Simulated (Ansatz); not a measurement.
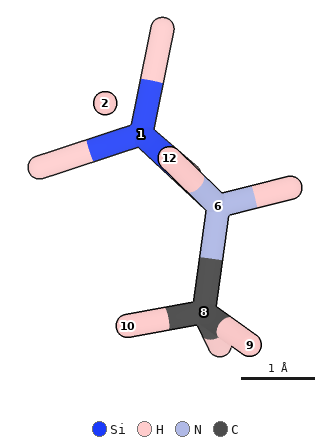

*The structure (stick view, seen at an oblique angle; atoms are numbered from 1 in the order of the input).*

Bond lengths as drawn: C–H 1.09 Å, C–N 1.48 Å, H–N 1.02 to 1.20 Å, H–Si 1.48 to 1.51 Å and N–Si 1.90 Å.

**Run report: CH9NSi, frequency calculation**

CH9NSi, computed with RKS B3LYP-D4/6-31G* (Ansatz 0.2.0).

It belongs to a series of runs on one base structure; here: vibrations at the highest image of the band. Figures and captions count atoms from 1; the log counts them from 0 in places.

Output
```
Engine: ansatz 0.2.0, aarch64-unknown-linux-gnu
Functional definition: B3LYP
  parameter a0 = 0.2
  parameter ax = 0.72
  parameter ac = 0.81
  exchange = (1 - a0 - ax)*slater_x + ax*b88_x + a0*exact_x
  correlation = (1 - ac)*vwn_rpa_c + ac*lyp_c
808 factors; integrals over basis functions are off by at most 6.6e-4 eV
mean field evaluation 1: about -10544.8267 eV, gradient 4.4e1 eV
mean field evaluation 2: about -10540.5621 eV, gradient 6.2e1 eV
mean field evaluation 4: about -10548.9398 eV, gradient 2.5e0 eV
mean field evaluation 8: about -10548.9655 eV, gradient 8.0e-2 eV
mean field evaluation 16: about -10548.9655 eV, gradient 1.4e-5 eV
mean field -10548.96548700 eV, -387.6673313016 hartree, gradient 1.4e-5 eV, S^2 0.000000; 0 other end points of the search recorded, 0 dependent functions left out
the calculation of the forces begins
reference -10548.96570732 eV, -387.6673393984 hartree; 18, 18 occupied and 49, 49 virtual orbitals, 808 factors
these checks for a lower state are left out or cut short: stability, starts, cluster_reference, orbital_swaps, neighbouring_geometries, increment
808 factors; integrals over basis functions are off by at most 6.6e-4 eV
mean field -10548.96549042 eV, -387.6673314272 hartree, gradient 1.5e-6 eV, S^2 0.000000; 0 other end points of the search recorded, 0 dependent functions left out
[... from here on the field's lines of each further geometry are left out, up to the last ...]
the calculation of the forces begins
reference -10548.96566792 eV, -387.6673379502 hartree; 18, 18 occupied and 49, 49 virtual orbitals, 808 factors
these checks for a lower state are left out or cut short: stability, starts, cluster_reference, orbital_swaps, neighbouring_geometries, increment
808 factors; integrals over basis functions are off by at most 6.6e-4 eV
mean field -10548.96546160 eV, -387.6673303682 hartree, gradient 2.7e-6 eV, S^2 0.000000; 0 other end points of the search recorded, 0 dependent functions left out
the calculation of the forces begins
reference -10548.96568193 eV, -387.6673384651 hartree; 18, 18 occupied and 49, 49 virtual orbitals, 808 factors
WARN: phonons: modes at or below zero, which the zero-point energy, F, S and C_V leave out: 1, the lowest at -1442.33 cm⁻¹. A minimum has none, and a first-order saddle one
Total energy: -10549.30954089 eV, -387.6799750488 hartree
Atom 0 at    -0.290552     0.157266    -0.019521 Å, force     0.002454    -0.000247     0.000557 eV/Å
Atom 1 at     0.487381    -0.147335     1.785325 Å, force     0.000334     0.000784     0.000480 eV/Å
Atom 2 at     0.574801    -0.969919    -0.435943 Å, force    -0.000765    -0.000111    -0.000860 eV/Å
Atom 3 at     0.298507     1.510831     0.089807 Å, force     0.000295     0.000088    -0.000327 eV/Å
Atom 4 at    -1.241971     0.298246    -1.189901 Å, force    -0.000011     0.000111    -0.000242 eV/Å
Atom 5 at    -1.651042    -0.237830     1.240727 Å, force    -0.007025     0.006281     0.002420 eV/Å
Atom 6 at    -2.133626    -1.119584     1.051321 Å, force     0.002035    -0.000694     0.000456 eV/Å
Atom 7 at    -2.591942     0.846862     1.581577 Å, force     0.006165    -0.006958    -0.001822 eV/Å
Atom 8 at    -3.297342     0.514080     2.347840 Å, force    -0.001116     0.000738     0.000800 eV/Å
Atom 9 at    -2.013877     1.686123     1.980356 Å, force    -0.000381     0.001034     0.000051 eV/Å
Atom 10 at    -3.146132     1.184956     0.700370 Å, force    -0.001140     0.000701    -0.000202 eV/Å
Atom 11 at    -0.662106    -0.326197     1.920444 Å, force    -0.000846    -0.001728    -0.001310 eV/Å
Dipole moment:    -0.746120    -0.044929     0.092563 e Å
Vibrations: -1442.33 107.86 207.22 229.35 319.75 569.56 631.91 681.57 787.16 883.90 936.81 1009.98 1033.73 1057.32 1085.76 1163.78 1351.05 1452.04 1477.84 1523.27 1537.13 1583.97 1822.67 2092.59 2250.21 2283.86 3063.38 3136.80 3144.81 3469.09 cm⁻¹, zero-point energy 2.535128 eV
```

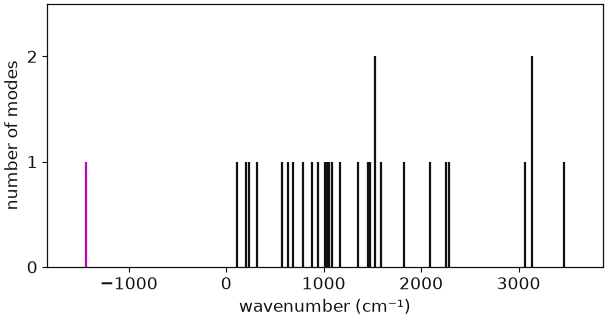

*Harmonic vibrational wavenumbers from the force constants; neighbouring modes closer than 22 cm⁻¹ are counted in one stick, and imaginary ones are drawn at negative wavenumbers.*

30 modes from 1442i to 3469 cm⁻¹, 1 imaginary beyond 8i (1442i cm⁻¹): a first-order saddle point, if the geometry is stationary.

This output came from the following input.

The input
```yaml
crystal:
  periodic: [false, false, false]
  atoms:
    - { symbol: Si, position_ang: [-0.290552, 0.157266, -0.019521] }
    - { symbol: H, position_ang: [0.487381, -0.147335, 1.785325] }
    - { symbol: H, position_ang: [0.574801, -0.969919, -0.435943] }
    - { symbol: H, position_ang: [0.298507, 1.510831, 0.089807] }
    - { symbol: H, position_ang: [-1.241971, 0.298246, -1.189901] }
    - { symbol: "N", position_ang: [-1.651042, -0.23783, 1.240727] }
    - { symbol: H, position_ang: [-2.133626, -1.119584, 1.051321] }
    - { symbol: C, position_ang: [-2.591942, 0.846862, 1.581577] }
    - { symbol: H, position_ang: [-3.297342, 0.51408, 2.34784] }
    - { symbol: H, position_ang: [-2.013877, 1.686123, 1.980356] }
    - { symbol: H, position_ang: [-3.146132, 1.184956, 0.70037] }
    - { symbol: H, position_ang: [-0.662106, -0.326197, 1.920444] }
basis:
  gaussian: { orbitals: "6-31G*" }
hamiltonian:
  xc: b3lyp
  dispersion: d4
phonons: {}
```

Command:
```bash
ansatz run input.yaml --threads 1 --pin off --max-ram 2048MiB --backend cpu --events-out ev --progress --plain --runs-dir out
```

Summary

| quantity | value |
| --- | --- |
| outcome | converged |
| total energy | −10549.3095 eV |
| mean-field energy | −10548.9657 eV |
| largest force (length of the vector) | 0.010 eV/Å |
| hardware | 1 thread of Arm Neoverse V2, 24 GiB of memory available, shared host |
| wall time | 2 min |
| peak memory | 0.13 GiB |
